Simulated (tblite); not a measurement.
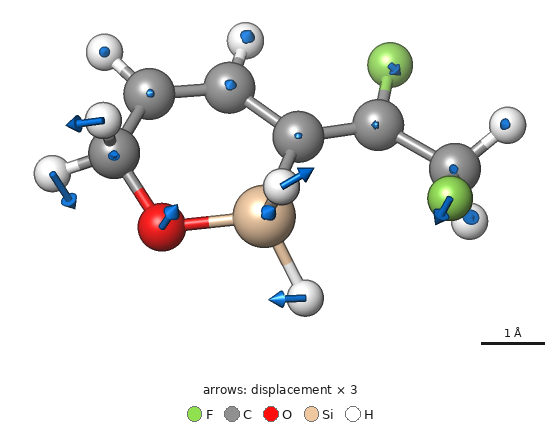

A relaxation of C$_{6}$H$_{8}$F$_{2}$OSi. The starting structure is drawn; blue arrows show the displacements, magnified 3 times. The two geometries are superimposed by the best rigid fit.

A ball-and-stick model, seen from a free direction.

Computed with GFN2-xTB geometry optimisation, gas phase (tblite). 

Q: Atoms of which element are displaced furthest, and by how much?

A: Hydrogen: up to 0.29 Å, against 0.21 Å for oxygen.

Q: What happened in the run?

A: An H atom moves most after the best rigid fit: 0.29 Å. By element the largest moves are H 0.29 Å, O 0.21 Å, F 0.20 Å, Si 0.13 Å, C 0.07 Å. Among the contacts that change: H–Si 1.491 → 1.453 Å, O–Si 1.659 → 1.624 Å, C–O 1.430 → 1.396 Å, C–C 1.360 → 1.330 Å. Bond angles that change, for instance: C–O–Si 117.4° → 126.2°, O–Si–H 108.9° → 101.4°, C–C–F 115.2° → 109.7°. After 73 geometry steps the energy has fallen by 5.04 kcal/mol. The run took 1.1 s on 1 thread of Arm Neoverse N1 (shared host).
